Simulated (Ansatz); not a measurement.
Consider C₂HFO.

```xyz
5

C    -1.0276   -0.7721   -2.8264
C    -0.3239   -1.1231   -3.7554
F     0.3052   -1.4417   -4.8420
O    -1.6564   -0.3541   -1.7447
H    -2.3176   -1.0251   -1.4824
```

Geometry: PBE-D3(BJ)/def2-SVP.

Computed with Ansatz, isolated molecule in a Gaussian basis; Kohn-Sham density functional theory, functional PBE0.

### What will maps of the electron density and electron localisation function show?

C–C (1.22 Å): ρ at the midpoint is about 2.5 e/Å³; the ELF peaks at about 0.75 between the atoms; a short, multiple covalent bond.
C–F (1.30 Å): ρ is about 2.6 e/Å³ halfway; the ELF peaks at about 0.80 between the atoms (a shared but strongly polarised pair).
C–O (1.32 Å): the density is about 2.5 e/Å³ at the midpoint; the ELF peaks at about 0.85 between the atoms: a polar covalent bond.
O–H (0.98 Å): ρ is about 3.7 e/Å³ halfway; the ELF climbs to about 1 towards the hydrogen, as it does in any bond to H; a covalent bond by its length.

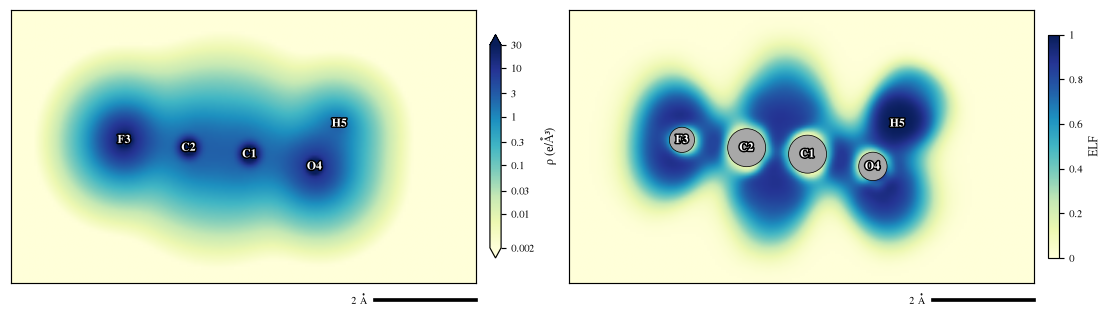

Computed electron density and electron localisation function on the molecular plane, in this order. Grey discs cover the atomic cores in the ELF map. 
